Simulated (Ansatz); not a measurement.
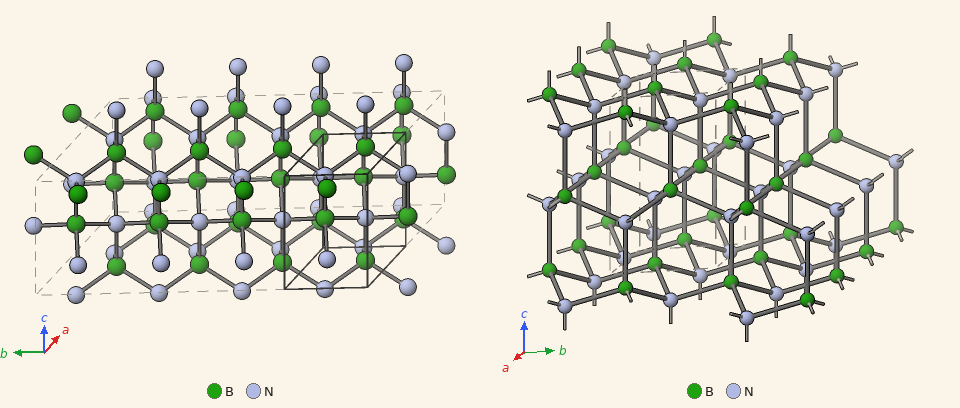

Left: the structure. Right: its underlying net. Nodes are coloured by element. Short stubs are edges that leave the cut-out.

BN (space group P6_3mc, No. 186). Coordinates: a calculation's input that goes back to an entry of the Crystallography Open Database (an earlier step may have relaxed or displaced it).

Bonds are taken as B–N below 1.8 Å. Atoms with one bond or none are removed and atoms with two bonds are replaced by edges, until no such atom is left.

The result is a uninodal 4-connected, three-periodic net: B and N are 4-connected nodes. It is the lon net, known from lonsdaleite, wurtzite and tridymite. It is a single net, without interpenetration.

| node | links | point symbol | coordination sequence |
| --- | --- | --- | --- |
| B and N | 4 | 6⁶ | 4 12 25 44 67 |
